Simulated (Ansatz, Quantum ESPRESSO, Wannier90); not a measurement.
# Ballistic channels from Wannier functions: zigzag Ru chain, bond 2.25 Å, width 1.6 Å, part 5 of 5

Wanted: localised orbitals and the quantum conductance of this wire: zigzag Ru chain, bond 2.25 Å, width 1.6 Å.

Quantum ESPRESSO 7.5 and Wannier90 3.1.0; plane-wave DFT, PBE, GBRV ultrasoft pseudopotentials; cross-check by Ansatz 0.2.0 with PAW datasets.

So far. Step 6 (Localisation, bands and conductance): Bands and channels are those of the Wannier model: bands that were not projected, and all outside the frozen window, are missing or only approximate. Step 6 (Localisation, bands and conductance): At least 1 of the functions sits far from every atom, off the bonds: the outer window has let in states of the vacuum, so the basis is not the atomic one that was projected.

## 10. Cross-check with Ansatz

As a check, the same structure is run in Ansatz.

Level of this step: plane-wave DFT, PBE, Ansatz PAW (Ansatz 0.2.0).

System of this step: zigzag Ru chain, bond 2.25 Å, width 1.6 Å, 2 periods. The cell holds 4 atoms: 4 Ru. Cell: a = 9.000 Å, b = 8.000 Å, c = 6.328 Å, α = 90.0°, β = 90.0°, γ = 90.0°. Vacuum lies along a and b. The structure's axis is c.

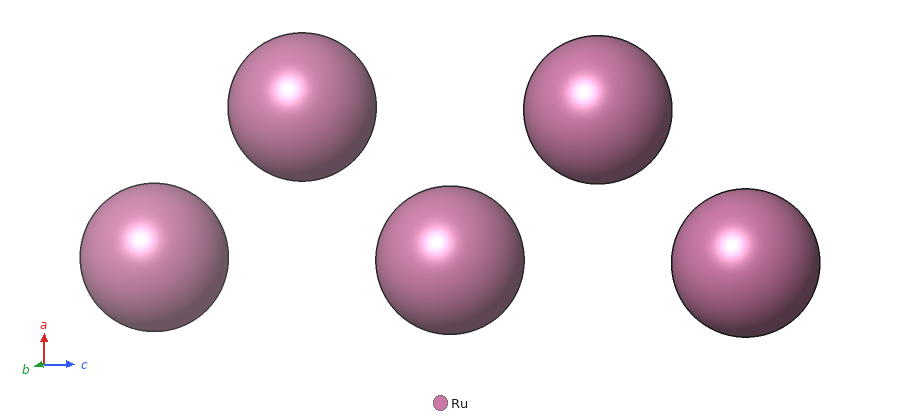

The cell of this step (ruthenium pink). Some periodic images of atoms are drawn too.

input.yaml

```yaml
crystal:
  lattice:
    - [9.0, 0.0, 0.0]
    - [0.0, 8.0, 0.0]
    - [0.0, 0.0, 6.3277168078]
  atoms:
    - { symbol: Ru, position: [-0.0888888889, 0.0, 0.0] }
    - { symbol: Ru, position: [0.0888888889, 0.0, 0.25] }
    - { symbol: Ru, position: [-0.0888888889, 0.0, 0.5] }
    - { symbol: Ru, position: [0.0888888889, 0.0, 0.75] }
kpoints:
  mp_grid: { grid: [1, 1, 12] }
hamiltonian:
  xc: pbe
scf:
  occupations: { method: fermi_dirac, width: 0.05 }
  convergence: { dr2_threshold: 1.0e-08 }
output:
  transmission:
    leads: [[0, 0]]
    e_range: [-4.0, 2.0]
    de: 0.05
    kmesh: [1, 1]
    reduced_basis: true
```

Run with:

```sh
> ansatz run input.yaml --threads 2 --pin off --max-ram 4096MiB --backend cpu --events-out ev --progress --plain --runs-dir out
```

Numbers of over 12 decimals in the logs are rounded to 6 here.

The program printed:

```text
Engine: ansatz 0.2.0, x86_64-unknown-linux-gnu
Pseudopotentials: kind: paw
Pseudopotential: Ru, paw, valence charge 16, recommended cutoff 420 eV (normal), Ru.paw.azcp
Functional definition: PBE
  parameter kappa = 0.804
  parameter beta = 0.066725
  exchange = pbe_x(kappa = kappa, mu = beta*pi^2/3)
  correlation = pbe_c(beta = beta)
Crystal: 4 atoms, lattice volume = 455.596 Å³
Basis set: ecut = 420 eV, 8921 PW (Γ)
Bands: 39, of which v1, the nominal top of the filled ones, is band 32 counted from 1 (31 counted from 0)
Symmetry: 16 space group operations
Space group: Pmma (ITA 51), of the structure as read, at distance tolerance 7.7e-5 Å
k-points: 7 of 12
Non-local potential: Ru, projectors of the file, l = 0: 3, l = 1: 2, l = 2: 2, l = 3: 1
PAW form: soft (Blöchl's): semilocal exchange-correlation on the pseudo side does not see the compensation charge
PAW one-centre angular grid: Ru, 590 points (default); XC on 64 Gauss nodes
Initial density: superposition of atomic densities (neutral atoms: chi_scale 0, normalization atom), corrected by the library's trained network
Initial wavefunctions: pseudopotential atomic-orbital guess
Functional: x = pbe(κ = 0.804, μ = 0.219515), c = pbe(β = 0.066725)
SCF iter   1: F=—  HF=-23500.149571 eV  |F-HF|=—  |Δ(HF+E_count)|=         —  Δρ=1.45e-2  dr2=4.80e-1  ethr=1.77e-3  ⟨swp⟩=6.9  Hψ=1030  notcnv=0
preconditioner: auto → LDOS  [metal: Δε(μ)=0.030 eV  Ē_g=2.884 eV  σ=0.050 eV  W_gap=0.15  n_scr=54 (ndim 8)  ℏωp=9.8 eV  f_vac=0.677  D(μ)=23.52/eV (n_scr^D=208)  β→1.0]
SCF iter   2: F=—  HF=-23500.181992 eV  |F-HF|=—  |Δ(HF+E_count)|=   3.24e-2  Δρ=2.00e-2  dr2=8.74e-1  ethr=7.49e-4  ⟨swp⟩=3.3  Hψ=599  notcnv=0
SCF iter   3: F=—  HF=-23500.046046 eV  |F-HF|=—  |Δ(HF+E_count)|=   1.36e-1  Δρ=3.17e-3  dr2=2.33e-2  ethr=7.49e-4  ⟨swp⟩=2.9  Hψ=447  notcnv=0
SCF iter   4: F=—  HF=-23500.046314 eV  |F-HF|=—  |Δ(HF+E_count)|=   2.68e-4  Δρ=1.81e-3  dr2=8.82e-3  ethr=3.65e-5  ⟨swp⟩=2.3  Hψ=436  notcnv=0
SCF iter   5: F=—  HF=-23500.045282 eV  |F-HF|=—  |Δ(HF+E_count)|=   1.03e-3  Δρ=1.31e-3  dr2=3.69e-3  ethr=1.38e-5  ⟨swp⟩=1.0  Hψ=273  notcnv=0
SCF iter   6: F=—  HF=-23500.044608 eV  |F-HF|=—  |Δ(HF+E_count)|=   6.74e-4  Δρ=4.47e-4  dr2=5.89e-4  ethr=5.77e-6  ⟨swp⟩=2.1  Hψ=364  notcnv=0
SCF iter   7: F=—  HF=-23500.044439 eV  |F-HF|=—  |Δ(HF+E_count)|=   1.69e-4  Δρ=5.45e-5  dr2=1.09e-5  ethr=9.21e-7  ⟨swp⟩=2.7  Hψ=523  notcnv=0
SCF iter   8: F=—  HF=-23500.044440 eV  |F-HF|=—  |Δ(HF+E_count)|=   1.24e-6  Δρ=2.19e-5  dr2=2.04e-6  ethr=1.70e-8  ⟨swp⟩=2.1  Hψ=452  notcnv=0
SCF iter   9: F=—  HF=-23500.044619 eV  |F-HF|=—  |Δ(HF+E_count)|=   1.78e-4  Δρ=8.11e-6  dr2=3.17e-7  ethr=3.19e-9  ⟨swp⟩=2.6  Hψ=503  notcnv=0
SCF iter  10: F=—  HF=-23500.044619 eV  |F-HF|=—  |Δ(HF+E_count)|=   1.43e-8  Δρ=1.84e-6  dr2=1.85e-8  ethr=4.95e-10  ⟨swp⟩=2.0  Hψ=333  notcnv=0
SCF iter  11: F=-23500.044619 eV  HF=-23500.044619 eV  |F-HF|=1.49e-10  |Δ(HF+E_count)|=   1.78e-9  Δρ=3.62e-7  dr2=4.32e-10  ethr=1.56e-11  ⟨swp⟩=2.9  Hψ=555  notcnv=0
SCF 1 converged in 11 iterations: F = -23500.044619 eV  dr2 = 4.32e-10
  greatest PAW one-centre occupation: 0.999 electrons in one spin orbital (limit 2), on the Ru atom at site 3 (counted from 0), in its partial waves of l = 0
transmission: 8 of 48 steps passed
transmission: 16 of 48 steps passed
[...]
transmission: 48 of 48 steps passed
SCF converged after 11 iterations
Free energy (F): -23500.044619 eV
Harris-Foulkes:  -23500.044619 eV  (|F-HF|=1.49e-10)
Internal energy: -23499.833880 eV  (E = F + TS)
E sigma→0 (E₀):  -23499.939249 eV
Entropy (-TS):   -0.210739 eV (-52.685 meV/atom)
Fermi energy:    -0.705185 eV
--- Per-component energies (eV) ---
  E_band       = -1730.158308
  E_kinetic    = 2055.881676
  E_local      = -20612.563611  (includes V_loc(G=0)·N_el)
  E_nonlocal   = 1392.398779
  E_hartree    = 8635.030387
  E_xc         = -747.358946
  E_vxc        = -935.893841  (∫ρ·V_xc dr)
  E_paw        = -13851.310311  (= ΣΔE_a)
  E_vpaw       = -900.043263  (= ΣTr[D̂ρ^β])
  E_aug_tail   = -0.000688  (compensation charges beyond the density's cutoff)
  E_ewald      = -371.911168
  E_smearing   = -0.210739  (= −TS)
  E_closure    = -0.000000  (closes the sum)
  Σ components = -23500.044619   (vs F -23500.044619, Δ=0.00e0)
--- Band table (eV; the first three rows and the last of 7) ---
  k-point 0: bands = [... 28 lower, -1.3680, -1.1611, -1.1611, -0.7229, -0.5172, -0.5172, -0.5044, -0.3264, ... 3 higher]
  k-point 1: bands = [... 28 lower, -1.3194, -1.2477, -1.0669, -0.7164, -0.5841, -0.5024, -0.4618, -0.3667, ... 3 higher]
  k-point 2: bands = [... 28 lower, -1.3068, -1.1952, -0.9753, -0.7029, -0.6541, -0.4977, -0.4650, -0.4261, ... 3 higher]
  k-point 6: bands = [... 28 lower, -0.7931, -0.7931, -0.7297, -0.7297, -0.5918, -0.5918, -0.5866, -0.5866, ... 3 higher]
--- Transmission ---
  basis      : 629 plane waves across, 8 finite elements along
  points     : 1, standing for a mesh of 1 x 1
  energies   : 121 from -4.000000 to 2.000000 eV about the Fermi level, 0.050000 eV apart; the leads are filled to 0.000000 eV, and channels, transmission and decay are at 0.000000 eV
  crystal 0  : Ru4, at the sites [0, 0], period 6.3277 Å: whole cells are its period
    offset         : up to 0.0000 Å between an atom of the period and one for which it stands
    channels       : 6.000000e0 a spin
    conductance    : none, the energies end too early or step too widely for 300 K: set another output.transmission.e_range or a lower de, or, where they end at an eighth of basis.ecutwfc, a higher one
```

Run time: 76 s. Hardware: 2 threads of Intel Xeon Platinum 8488C (Sapphire Rapids), shared host; peak memory 0.78 GiB; 2.5 min of CPU time.

This step gave:

- free energy: -23500.0446 eV
- energy at zero smearing: -23499.9392 eV
- smearing term TS: 0.2107 eV
- Fermi energy: -0.7052 eV
- symmetry operations: 16
- lead channels at the Fermi level, one spin: 6

Per spin. The open channels by energy, zero at the Fermi level:

```csv
energy (eV),open channels
-4.000,3
-3.500,3
-3.000,5
-2.500,2
-2.000,2
-1.500,2
-1.000,2
-0.500,3
0.000,6
0.500,3
1.000,3
1.500,3
2.000,3
```

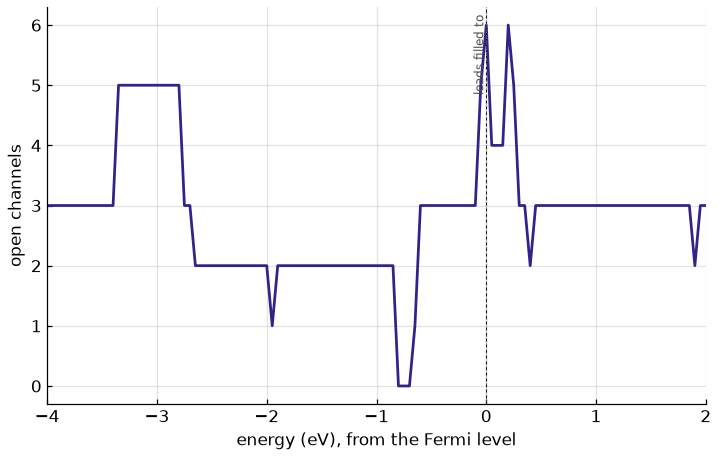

Open channels against energy.

## 11. By hand

6 channels × 77.48 µS = 465 µS, a two-terminal resistance of 12.906/6 = 2.15 kΩ whatever the wire's length, as long as nothing scatters.

## 12. Outcome

| Property | Result |
| --- | --- |
| open channels at the Fermi level, per spin | 6 |
| total spread | 44.1 Å² |
| gauge-invariant spread | 31.7 Å² |
| largest band misfit in the frozen window | 0.00857 eV |
| channels at the Fermi level by Ansatz | 6 |

**Reading.** The wire offers 6 channels per spin at the Fermi level. Between -4 and 1.5 eV the channel count from Wannier functions equals that from Ansatz's layer matching at 97 % of the energies; outside the frozen window the Wannier bands are not held to the plane-wave ones. A band edge of the lead lies within 0.06 eV of the Fermi level, so the channel count there hangs on small shifts and on temperature. Each plane-wave level in the frozen window has a Wannier level within 0.01 eV; this test doesn't see extra bands that a model may add. At least one function lies in the vacuum, so the spreads don't describe atomic orbitals, though the frozen bands are still reproduced. The wire is perfect, so the conductance only counts bands: each channel, with its partner of the other spin, carries G₀ = 2e²/h. It was run without spin polarisation, which was not tested. It is as built, with forces up to 0.9 eV/Å; relaxing the bonds would move the band edges.

[Logs are printed without paths, hosts, clocks, repeated set-up lines and the standing remarks that a program may print on its own settings, such as how far it seeks lower states.]

[Hosts, paths, dates, database ids (printed as entryN), source tags and the programs' standing remarks are cut or masked in the printed files.]

[Maps of the electrostatic potential energy from Ansatz leave out the sawtooth potential of an applied field or a dipole correction, so their vacuum need not be flat; planar profiles and work functions include it.]
